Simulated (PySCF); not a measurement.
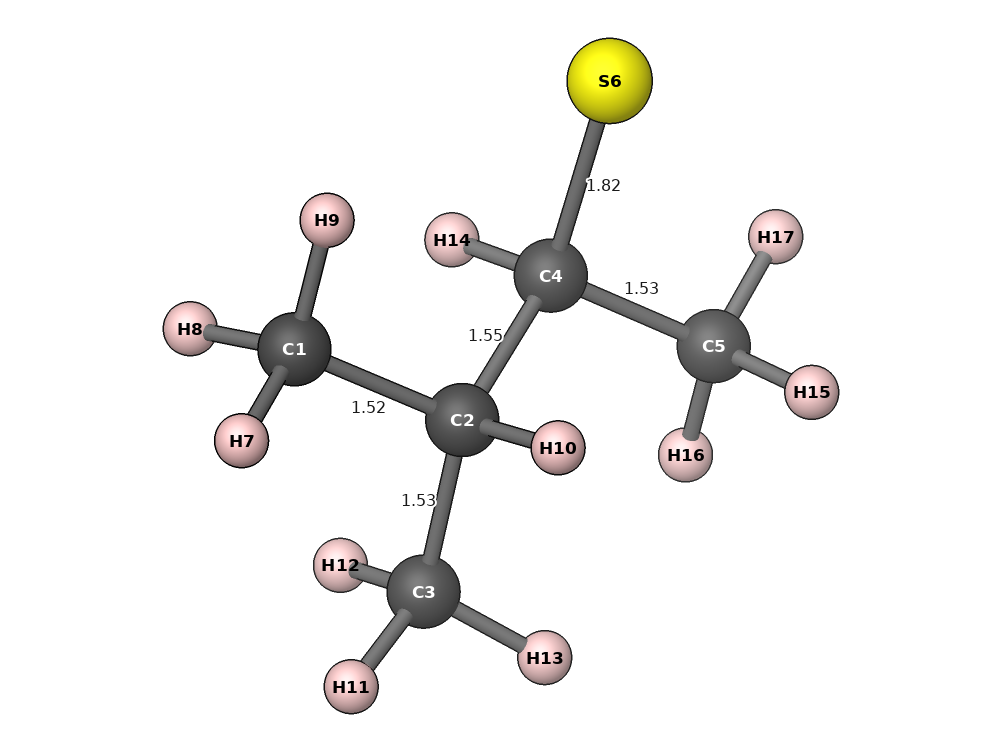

The numbers beside the sticks are distances in Å. Sticks don't show bond order. State: charge −1, singlet. The computed structure is the end point of a PBE0-D3(BJ)/def2-SVP optimisation. No frequency run is at hand to confirm it as a minimum.

### Which of the marked bonds are single, double, triple or aromatic?

C1–C2 single; C2–C3 single; C2–C4 single; C4–C5 single; C4–S6 single. This is one Lewis structure.

### Give the structure as SMILES.

CC(C)[C@H](C)[S-]
